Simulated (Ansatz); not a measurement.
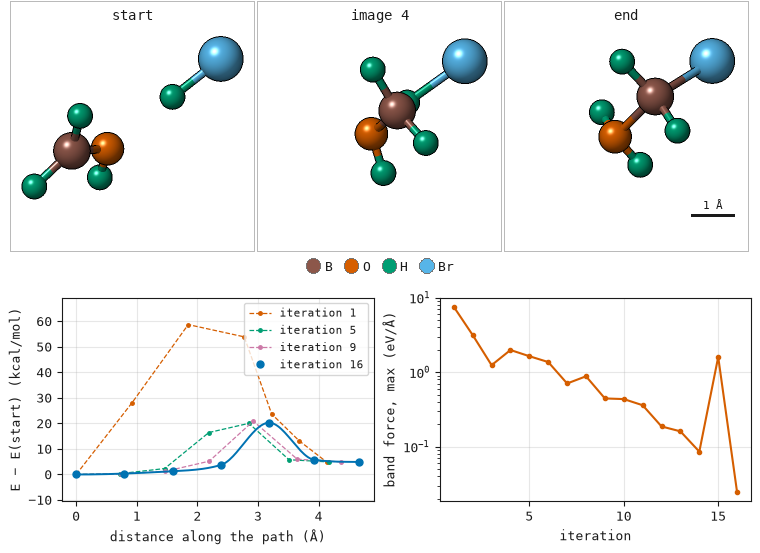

A search for the minimum-energy path of BH4OBr by the nudged elastic band. Images are numbered from 0 (start) to 6 (end). The plot follows the band through its iterations. The picture is a ball-and-stick view, seen from a free direction.

All numbers below come from RKS B3LYP-D4/def2-SVP (Ansatz 0.2.0). Settings: 5 movable images; climbing image; force threshold 0.05 eV/Å; iteration limit 60; starting path through a guess of the saddle point.

Did the band converge, and can the barrier be trusted?

The result is final at these settings. The band converged in 16 iterations. The largest component of the band force went from 7.5 to 0.024 eV/Å. The climbing image converged on the top of the path. Its vibrational analysis gives one imaginary mode (1081i cm⁻¹), as a transition state must have. The first iteration put the highest image at 58.7 kcal/mol. Forward barrier 20.3 kcal/mol, backward barrier 15.4 kcal/mol, with image 4 at the top; the reaction energy is +4.9 kcal/mol.

Cost: 3.7 min on 1 thread of Arm Neoverse V1, on a shared host, peak memory 0.17 GiB.
